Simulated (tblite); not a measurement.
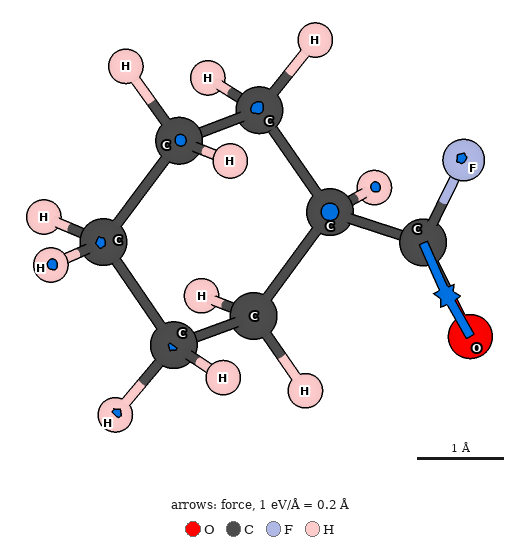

Starting geometry of C$_{7}$H$_{11}$FO with the computed forces as blue arrows. The picture is a ball-and-stick view, seen at a tilt.

Method: tblite 0.8.0, GFN2-xTB geometry optimisation, gas phase. 

### Is this structure relaxed? If not, where do the atoms go?

It isn't relaxed: the largest force vector, on a C atom, is 4.18 eV/Å. The final displacements have little in common with the starting forces (cosine between the two patterns 0.15). The largest move after the best rigid fit is that of the O atom, 0.62 Å. By element the largest moves are O 0.62 Å, F 0.55 Å, H 0.13 Å, C 0.09 Å. Among the contacts that change: C–O 1.236 → 1.179 Å, C–F 1.347 → 1.373 Å, C–C 1.513 → 1.495 Å, C–H 1.081 → 1.098 Å. Bond angles that change, for instance: F–C–C 118.7° → 110.4°, O–C–C 126.0° → 131.2°, O–C–F 115.2° → 118.3°. Groups turn about C–C by about 30°. The energy falls by 22.5 kJ/mol in 75 geometry steps.
